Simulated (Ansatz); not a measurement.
CH₆OSi: several calculations on one system

## 1. Relaxation

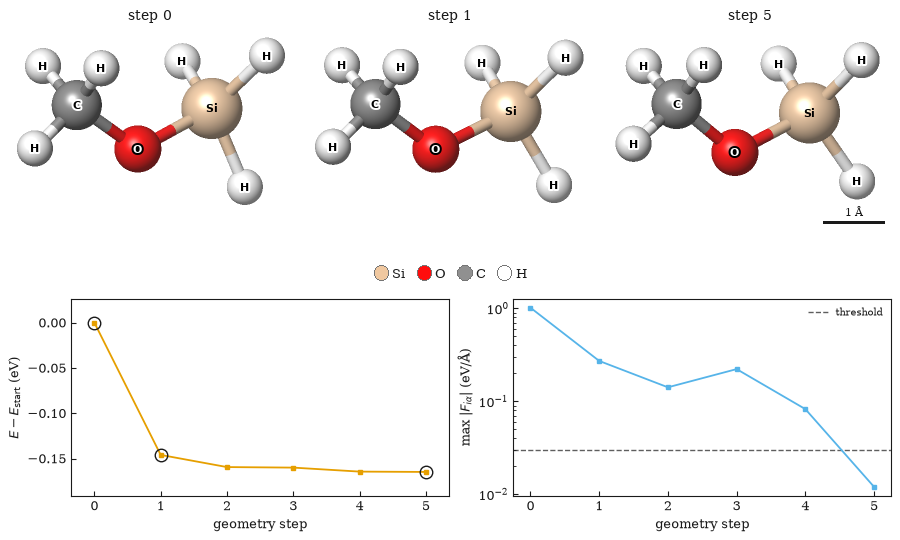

Frames of a relaxation of CH6OSi, marked on the history of the run. The picture is a ball-and-stick view, seen at a tilt.

The run prepares an end point of a later path (reaction) calculation, from a guessed geometry.

Method: Ansatz, RKS B3LYP/6-31G*. (no spin polarisation; force threshold 0.03 eV/Å; at most 50 steps)

What happens along the run?

Over 5 geometry steps the energy falls by 0.165 eV. Largest force component: 1 eV/Å at the start, 0.012 eV/Å at the end. An H atom moves most after the best rigid fit: 0.28 Å. Largest moves by element: H 0.28 Å, Si 0.09 Å, O 0.08 Å, C 0.02 Å. Some distances before and after: H–Si 1.454 → 1.482 Å. Among the angles between lasting bonds that change: O–Si–H 92.2° → 106.4°, H–Si–H 114.6° → 109.8°, Si–O–C 125.2° → 122.0°. From step 0 to 1: an H atom moves most (0.20 Å), energy −0.146 eV. From step 1 to 5: an H atom moves most (0.11 Å), energy −0.019 eV.

## 2. Relaxation

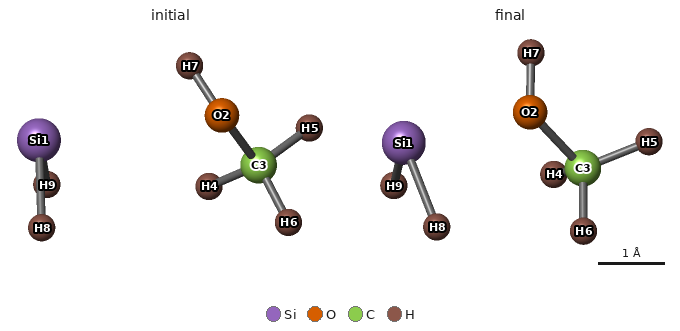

The structure of CH6OSi before (left) and after (right) a relaxation, at one scale.

A ball-and-stick model, seen at a tilt.

The run prepares an end point of a later path (reaction) calculation, from a guessed geometry.

Level of theory: RKS B3LYP/6-31G* in Ansatz.

Input file:
```yaml
crystal:
  periodic: [false, false, false]
  atoms:
    - { symbol: Si, position_ang: [0.000922, 0.137265, -1.081858] }
    - { symbol: O, position_ang: [0.960502, 0.271341, 1.603562] }
    - { symbol: C, position_ang: [0.10377, -0.381811, 2.547201] }
    - { symbol: H, position_ang: [-0.573397, -1.094328, 2.062606] }
    - { symbol: H, position_ang: [0.691502, -0.893463, 3.320205] }
    - { symbol: H, position_ang: [-0.486844, 0.405603, 3.020264] }
    - { symbol: H, position_ang: [1.452144, -0.417239, 1.09364] }
    - { symbol: H, position_ang: [-1.056589, 1.233022, -0.989018] }
    - { symbol: H, position_ang: [-0.96211, -0.904389, -0.497904] }
basis:
  gaussian: { orbitals: "6-31G*" }
hamiltonian:
  xc: b3lyp
relax:
  f_tol: 0.03
  max_steps: 50
output:
  orbitals: {}
```

Launched with:
```bash
ansatz run input.yaml --threads 1 --pin off --max-ram 2048MiB --backend cpu --events-out ev --progress --plain --runs-dir out
```

Q: What changed between the two?

A: The largest move after the best rigid fit is that of H8, 0.85 Å. Largest moves by element: H 0.85 Å, O 0.52 Å, Si 0.38 Å, C 0.25 Å. Some distances before and after: Si1–O2 2.855 → 2.048 Å, O2–C3 1.432 → 1.449 Å, O2–H7 0.988 → 0.971 Å. The energy falls by 0.566 eV in 8 accepted moves (11 points after the start). Largest force component: 1.1 eV/Å at the start, 0.016 eV/Å at the end. The line search rejected the trial steps at points 5, 8, 10 of the run. The run took 35 s on 1 thread of Arm Neoverse V1, on a shared host, peak memory 0.13 GiB.

Limits of the set-up: the start holds two separate molecules, 2.6 Å apart at their closest, whose relative position is a soft coordinate and is computed without a dispersion correction.

## 3. Path

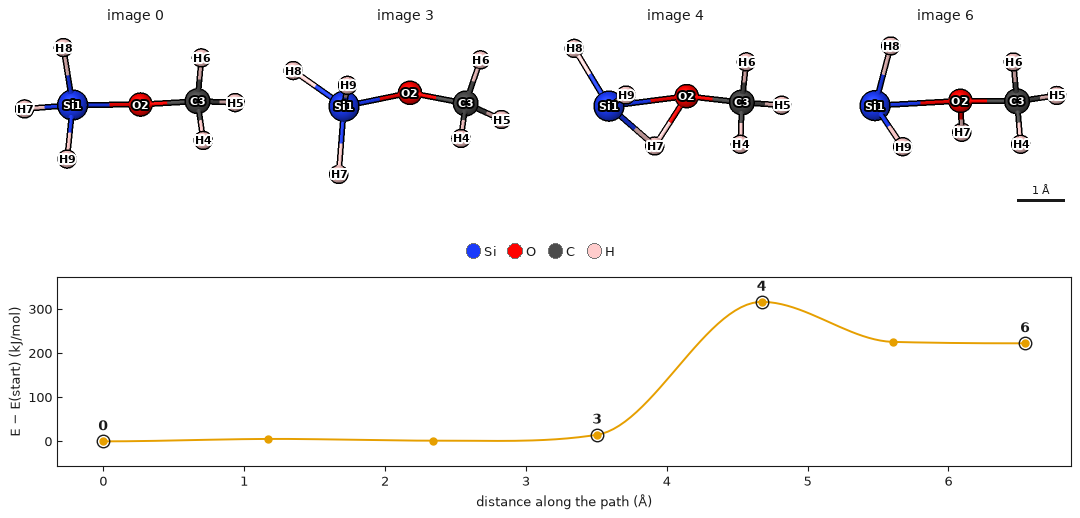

NEB run on CH$_{6}$OSi. Images are numbered from 0 (start) to 6 (end). Style: ball-and-stick. Shown from a free direction.

Theory: Ansatz, RKS B3LYP/6-31G*. Set-up: 5 movable images; climbing image; force threshold 0.03 eV/Å; iteration limit 60; starting path through a guess of the saddle point.

**Read off the barrier and say what moves.**

Forward barrier 316.4 kJ/mol, backward barrier 94.0 kJ/mol, with image 4 at the top; the reaction energy is +222.3 kJ/mol. The path has more than one stage, and so few images may leave a stage unresolved. Breaking: Si1–H7 (1.48 → 1.64 at the top → 2.52 Å). Forming: O2–H7 (2.52 → 1.28 at the top → 0.97 Å). The band converged in 19 iterations. The largest component of the band force went from 5.7 to 0.023 eV/Å. The climbing image converged on the top of the path. Its vibrational analysis gives one imaginary mode (1493i cm⁻¹), as a transition state must have.

Cost: 3.7 min on 1 thread of Arm Neoverse V1, with other jobs on the host, peak memory 0.12 GiB.
